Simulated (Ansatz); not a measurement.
# LaCuC2, from a guessed structure to a relaxed one, part 2 of 2

This structure for LaCuC2 is made up. Its elements were placed in a known structure type with a cell scaled to their sizes. What cell does the guess relax to, and how far off was it?

Ansatz 0.2.0; DFT, PBE, plane-wave PAW, files of the set soft_1, scalar-relativistic, ferromagnetic start, cell and ions relaxed at zero pressure; PAW set soft_1 (the session's first sound run).

So far: The structure; Relaxing cell and atoms. The relaxed cell has a = 3.827, c = 7.637 Å (conventional setting).

### Step 3. Bands of the relaxed cell

With the geometry fixed, one more self-consistent run, with a narrower smearing and the mesh shown in its input, gives the bands, and its pressure, and its forces where symmetry allows any, show how far the geometry depends on these settings.

This step: DFT, PBE, plane-wave PAW, files of the set soft_1, scalar-relativistic, no spin, bands and density of states at the relaxed cell; PAW set soft_1 (Ansatz 0.2.0).

input.yaml

```yaml
crystal:
  lattice:
    - [3.8267812374, 0.0, 0.0]
    - [0.0, 3.8267812374, 0.0]
    - [0.0, 0.0, 7.6366486003]
  atoms:
    - { symbol: La, position: [0.5, 0.0, 0.3232387583] }
    - { symbol: La, position: [0.0, 0.5, 0.6767612417] }
    - { symbol: Cu, position: [0.5, 0.5, 0.0] }
    - { symbol: Cu, position: [0.0, 0.0, 0.0] }
    - { symbol: C, position: [0.5, 0.0, 0.6582686649] }
    - { symbol: C, position: [0.0, 0.5, 0.3417313351] }
    - { symbol: C, position: [0.5, 0.0, 0.8374284442] }
    - { symbol: C, position: [0.0, 0.5, 0.1625715558] }
kpoints:
  mp_grid: { grid: [8, 8, 4] }
  band_path:
    path:
      - [[0.0, 0.0, 0.0], [0.0, 0.5, 0.0], [0.5, 0.5, 0.0], [0.0, 0.0, 0.0], [0.0, 0.0, 0.5], [0.0, 0.5, 0.5], [0.5, 0.5, 0.5], [0.0, 0.0, 0.5]]
      - [[0.0, 0.5, 0.0], [0.0, 0.5, 0.5]]
      - [[0.5, 0.5, 0.0], [0.5, 0.5, 0.5]]
    npoints: 8
scf:
  occupations: { method: fermi_dirac, width: 0.03 }
  n_extra_bands: 12
hamiltonian:
  xc: pbe
  pseudopotentials: { kind: paw, azcp: { folder: soft_1 } }
output:
  forces: true
  stress: true
  write_bands: true
  dos: { projected: true }
  write_density: true
  write_potential: true
  elf: true
  volumetric_format: npy
```

Command:

```console
> ansatz run input.yaml --threads 4 --pin off --max-ram 10240MiB --backend cpu --events-out ev --progress --plain --runs-dir out
```

Numbers of over 12 decimals in the logs are rounded to 6 here.

Log:

```text
La: projections on atomic orbitals take those of the free atom [Kr 4d10] 4f0 5s2 5p6 5d1 6s2, of charge +0.00 (hamiltonian.pseudopotentials.projection_atoms); the dataset's partial waves leave at most 1.9e-5 of an orbital's norm unspanned inside its sphere
[...]
Crystal: 8 atoms, lattice volume = 111.833 Å³
Basis set: ecut = 420 eV, 2153 PW (Γ), exchange–correlation on 54×54×108 points (8 copies of the dense FFT grid, shifted against one another)
Bands: 50, of which v1, the nominal top of the filled ones, is band 38 counted from 1 (37 counted from 0)
Symmetry: 16 space group operations
[...]
k-points: 45 of 256
[...]
SCF iter   1: F=—  HF=-26814.172435 eV  |F-HF|=—  |Δ(HF+E_count)|=         —  Δρ=1.42e0  dr2=3.34e3  ethr=3.10e-3  ⟨swp⟩=6.6  Hψ=8381  notcnv=0
[...]
SCF iter  14: F=-26754.111853 eV  HF=-26754.111853 eV  |F-HF|=1.38e-8  |Δ(HF+E_count)|=   2.23e-8  Δρ=3.07e-6  dr2=1.50e-8  ethr=1.32e-10  ⟨swp⟩=23.0  Hψ=22215  notcnv=0
SCF 1 converged in 14 iterations: F = -26754.111853 eV  dr2 = 1.50e-8
[...]
NSCF: frozen V_eff on 75 k-points
SCF converged after 14 iterations
Free energy (F): -26754.111853 eV
[...]
Internal energy: -26754.100649 eV  (E = F + TS)
E sigma→0 (E₀):  -26754.106251 eV
Entropy (-TS):   -0.011204 eV (-1.400 meV/atom)
Fermi energy:    13.407018 eV
[...]
--- Forces (eV/Å), atoms counted from 1 ---
  atom   1  La     0.00000000     0.00000000     0.03010643
  atom   2  La     0.00000000     0.00000000    -0.03010643
  atom   3  Cu     0.00000000     0.00000000     0.00000000
  atom   4  Cu     0.00000000     0.00000000     0.00000000
  atom   5  C      0.00000000     0.00000000    -0.00622516
  atom   6  C      0.00000000     0.00000000     0.00622516
  atom   7  C      0.00000000     0.00000000    -0.01977922
  atom   8  C      0.00000000     0.00000000     0.01977922
  max |Σ_I F_I| component: 0.00e0 eV/Å
--- Stress (GPa, compression-positive) ---
       -0.027788       0.000000       0.000000
        0.000000      -0.027788       0.000000
        0.000000       0.000000       0.119530
  P = ⅓ Tr σ = 0.0213 GPa (0.213 kbar)
--- Band table (eV; the first three rows and the last of 45) ---
  k-point 0: bands = [... 34 lower, 11.2220, 11.8500, 12.8101, 12.9968, 12.9968, 13.4482, 15.5083, 15.6261, ... 8 higher]
  k-point 1: bands = [... 34 lower, 11.2234, 11.5232, 12.6362, 13.2920, 13.2920, 13.6119, 15.1862, 15.1862, ... 8 higher]
  k-point 2: bands = [... 34 lower, 11.2191, 11.2219, 12.5065, 13.7300, 13.7811, 13.7811, 14.5930, 14.5930, ... 8 higher]
  k-point 44: bands = [... 34 lower, 11.2236, 11.2236, 12.0409, 12.0409, 13.2008, 13.2008, 15.9557, 15.9557, ... 8 higher]
```

It took 9.2 s on 4 threads of AMD EPYC 7B13 (Zen 3), shared host; peak memory 0.7 GiB.

Numbers from this step:

- free energy: -26754.1119 eV
- energy at zero smearing: -26754.1063 eV
- smearing term TS: 0.01120 eV
- pressure: 0.02132 GPa

bands.tsv at the labelled points (eV, zero at the Fermi level; the bands that come nearest the Fermi level along the path):

```
point  band 35  band 36  band 37  band 38  band 39  band 40  band 41  band 42
    Γ    -2.19    -1.56    -0.60    -0.41    -0.41     0.04     2.10     2.22
    X    -2.73    -2.73    -0.08    -0.08     0.97     0.97     2.36     2.36
    M    -2.19    -2.19    -1.38    -1.38     0.59     0.59     2.19     2.19
    Γ    -2.19    -1.56    -0.60    -0.41    -0.41     0.04     2.10     2.22
    Z    -2.19    -2.19    -0.90     0.32     0.37     0.37     1.19     1.19
    R    -2.45    -2.45    -0.36    -0.36     1.27     1.27     1.95     1.95
    A    -2.18    -2.18    -1.37    -1.37    -0.21    -0.21     2.55     2.55
    Z    -2.19    -2.19    -0.90     0.32     0.37     0.37     1.19     1.19
    X    -2.73    -2.73    -0.08    -0.08     0.97     0.97     2.36     2.36
    R    -2.45    -2.45    -0.36    -0.36     1.27     1.27     1.95     1.95
    M    -2.19    -2.19    -1.38    -1.38     0.59     0.59     2.19     2.19
    A    -2.18    -2.18    -1.37    -1.37    -0.21    -0.21     2.55     2.55
```

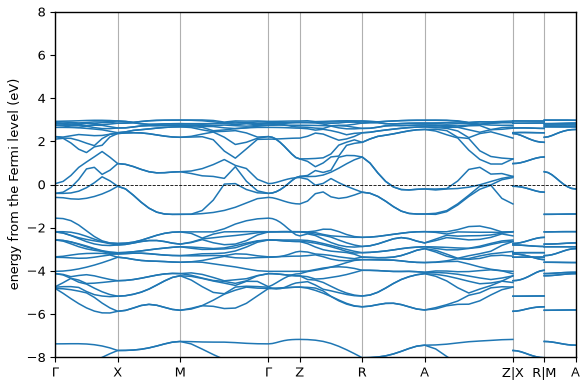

Bands along the path. 18 bands lie wholly below the window drawn.

Counts of states for the cell as run, both spins, by energy window (eV from the Fermi level):

```csv
from,to,total
-8,-7,2.69
-7,-6,0.00
-6,-5,4.18
-5,-4,7.56
-4,-3,9.50
-3,-2,10.32
-2,-1,1.33
-1,0,3.07
0,1,3.73
1,2,2.09
```

Below -8 eV lie 37.3 more states.

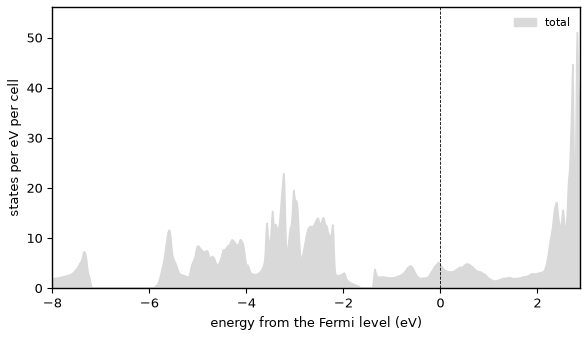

Total density of states, smoothed over about 0.04 eV.

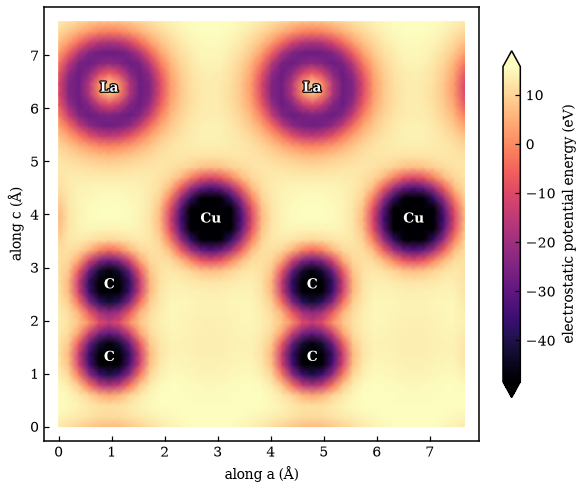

Electrostatic potential energy in the ac plane at fractional y = 0.000, with atoms of La and Cu and C within 0.2 Å of it. With pseudopotentials it is smooth inside the atoms' cores, unlike the true potential. The map starts off the cell's origin, so that atoms lie inside it.

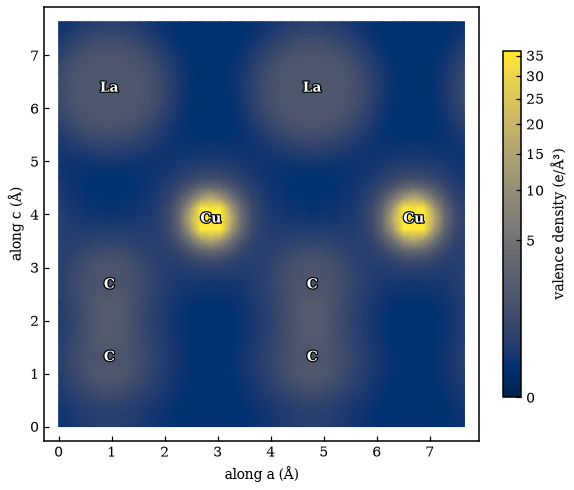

Valence density in the ac plane at fractional y = 0.000, with atoms of La and Cu and C within 0.2 Å of it. It is the smooth field of the valence electrons, not physical close to the nuclei. The map starts off the cell's origin, so that atoms lie inside it. The colour scale is stretched toward low values.

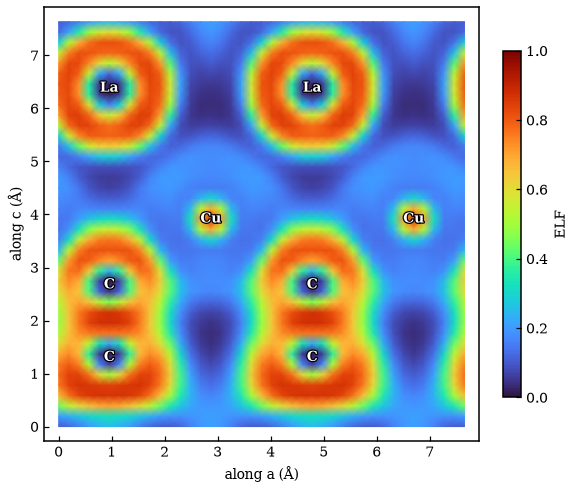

ELF in the ac plane at fractional y = 0.000, with atoms of La and Cu and C within 0.2 Å of it. It is the smooth field of the valence electrons, not physical close to the nuclei. The map starts off the cell's origin, so that atoms lie inside it.

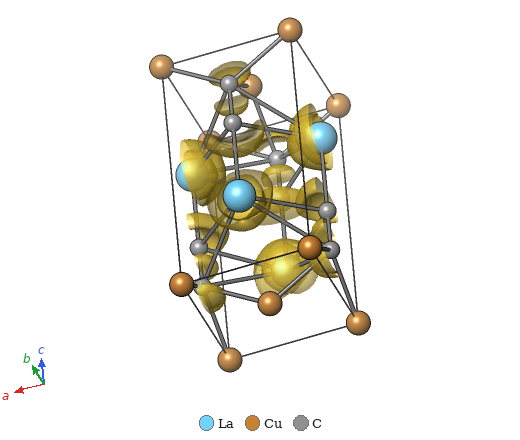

Surface of ELF = 0.8.

### Step 4. Outcome

* space group, relaxed: P4/nmm
* conventional cell: a = 3.827, b = 3.827, c = 7.637 Å; α = 90.0°, β = 90.0°, γ = 90.0°
* volume per atom: 13.98 Å³ (guess 14.06)
* total moment: 0.00 μB in the cell of 8 atoms

What this shows: LaCuC2 relaxes to P4/nmm with a = 3.827, b = 3.827 and c = 7.637 Å. The guessed volume was near the relaxed one. The space group P4/nmm was held in the relaxation, so the end point is a stationary structure within it and may be a saddle against distortions or other arrangements. The moments died out from this one start and weren't seeded again at the relaxed cell. Bands cross the Fermi level, so it is a metal or semimetal at this level. On the 8×8×4 mesh with the narrower smearing (relaxed on 7×7×4) the largest force component is 0.030 eV/Å and the largest stress component is 0.120 GPa, against the relaxation's thresholds of 0.015 eV/Å and 0.05 GPa. The cutoff wasn't tested. Spin-orbit coupling is left out, which can matter for elements this heavy. No dispersion term is used, so weakly bound directions may come out too long. Nothing here tests whether the compound is stable against decomposition.

[Logs are printed without paths, hosts, clocks, repeated set-up lines and the standing remarks that a program may print on its own settings, such as how far it seeks lower states.]

[Hosts, paths, dates, database ids (printed as entryN), source tags and the programs' standing remarks are cut or masked in the printed files.]
